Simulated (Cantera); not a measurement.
A closed system holds: 1 mol Si2Cl6, a varied amount of H2, held at 1025 K and 0.610 bar.

Cantera equilibrium calculation (NASA polynomials, part measured and part estimated; ideal gas, pure solids and liquids). Candidate condensed phases: Si; 19 gas species. The feed counts by its element totals alone. The tables' values for SiCl3 are old estimates; treat these amounts as uncertain. Kinetics and transport are ignored.

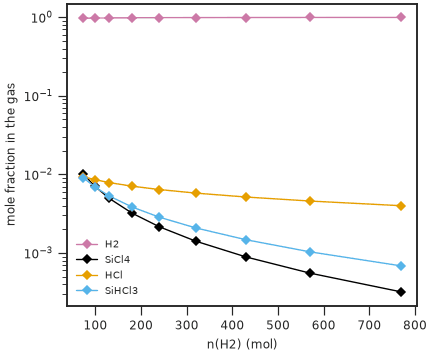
Figure: Equilibrium gas composition (values under 1e-9 drawn at 1e-9)

**Question.** Read off the mole fractions at 430 mol H2.

**Answer.** H2 about 0.99, HCl about 0.0051, SiHCl3 about 0.0015, SiCl4 about 0.00089.
